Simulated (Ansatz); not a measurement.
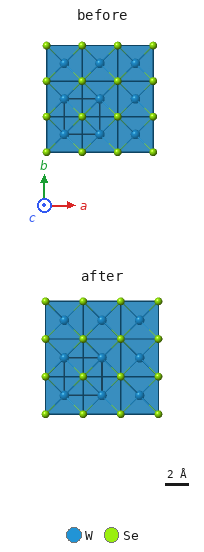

The structure of a crystal of WSe (built on the CsCl (B2) type) (coarse preliminary run) before (top) and after (bottom) a relaxation, at one scale.

Style: polyhedral. Shown: the cell of the calculation, repeated 2 × 2 × 1 with one cell outlined, along the c axis.

All numbers below come from DFT r2SCAN+U, scalar-relativistic, plane waves, PAW (Ansatz).

Input
```yaml
crystal:
  lattice:
    - [3.0994713094, 0.0, 0.0]
    - [0.0, 3.0994713094, 0.0]
    - [0.0, 0.0, 3.0994713094]
  atoms:
    - { symbol: W, position: [0.0, 0.0, 0.0], spin: 1.83 }
    - { symbol: Se, position: [0.5, 0.5, 0.5], spin: -0.3 }
basis:
  ecutwfc: 500
kpoints:
  mp_grid: { grid: [6, 6, 6] }
hamiltonian:
  xc: r2scan
  hubbard: { sites: [{ species: W, l: d, u_eff: 6.2 }] }
scf:
  occupations: { method: gaussian, width: 0.1 }
output:
  forces: true
  stress: true
  eigenvalues: true
  populations: true
magnetization:
  spin_polarized: true
relax:
  adjacent_minimum: "off"
  f_tol: 0.05
  max_steps: 80
  cell: { stress_tol: 0.5 }
```

Launched with:
```bash
ansatz run input.yaml --threads 1 --pin off --max-ram 2560MiB --backend cpu --events-out ev --progress --plain --runs-dir out
```

Question: What changed between the two?

Answer: The atoms keep their places relative to the cell (all moves are under 0.005 Å). Cell: a = b = c 3.099 → 3.281 Å (+5.9 %). Volume +18.6 %. Some distances before and after: W1–W1 3.099 → 3.281 Å, W1–Se2 2.684 → 2.841 Å. The space group stays Pm-3m (No. 221). After 3 accepted moves (4 points after the start) the energy has fallen by 0.481 eV per cell of the calculation. All forces vanish by symmetry, so only the cell relaxes. The pressure goes from 33.20 to 0.05 GPa. At 1 point the geometry stayed and the basis and grid were re-selected for the new cell (energy shift of 3.0 meV per cell of the calculation at most each time). The run took 61 s on 1 thread of Intel(R) Xeon(R) Processor @ 2.50GHz (Skylake/Cascade Lake), with other jobs on the host, peak memory 0.48 GiB.
